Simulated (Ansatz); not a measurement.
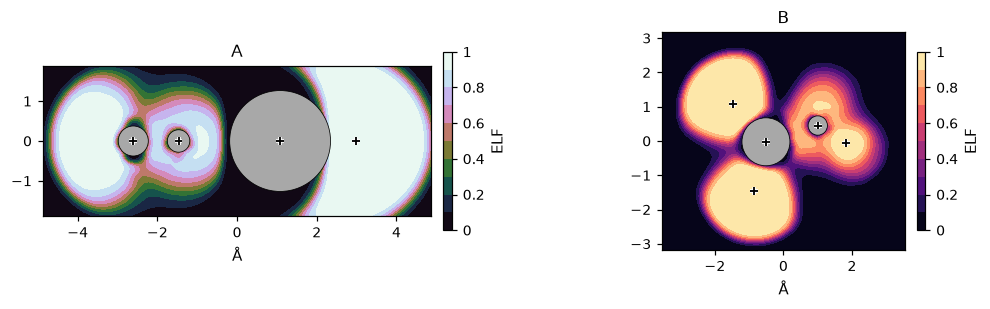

The electron localisation function of 2 systems, each on a plane through atoms (crosses mark nuclei in the plane; grey discs cover the cores).

The calculation used Ansatz, isolated molecule in a Gaussian basis; Kohn-Sham density functional theory, functional PBE0.

System 1: CHNaO, a plane that holds the molecular axis. Geometry: r2SCAN-D4/def2-SVP.

```xyz
4

C     0.0000    0.0000   -2.6044
Na    0.0000    0.0000    1.0801
O     0.0000    0.0000   -1.4678
H     0.0000    0.0000    2.9921
```

System 2: H$_{3}$OSi (SMILES O[SiH2+]) (charge +1), the molecular plane. Geometry: PBE0-D3(BJ)/def2-SVP.

```json
{"atom": "O", "x (Å)": "0.4495", "y (Å)": "-0.8834", "z (Å)": "0.5375"}
{"atom": "Si", "x (Å)": "0.5094", "y (Å)": "0.1715", "z (Å)": "-0.6430"}
{"atom": "H", "x (Å)": "0.3822", "y (Å)": "-1.8512", "z (Å)": "0.5248"}
{"atom": "H", "x (Å)": "0.6110", "y (Å)": "1.5643", "z (Å)": "-0.1830"}
{"atom": "H", "x (Å)": "0.4633", "y (Å)": "-0.2687", "z (Å)": "-2.0509"}
```

**Match each panel to its system.**

Panel A is system 1, CHNaO: the plane holds C, Na, O and H. C–O (1.14 Å): the ELF peaks at about 0.85 between the atoms (a multiple bond). Panel B is system 2, H$_{3}$OSi: the plane holds O, Si and H. Si–O (1.58 Å): the ELF peaks at about 0.85 between the atoms; a polar covalent bond.
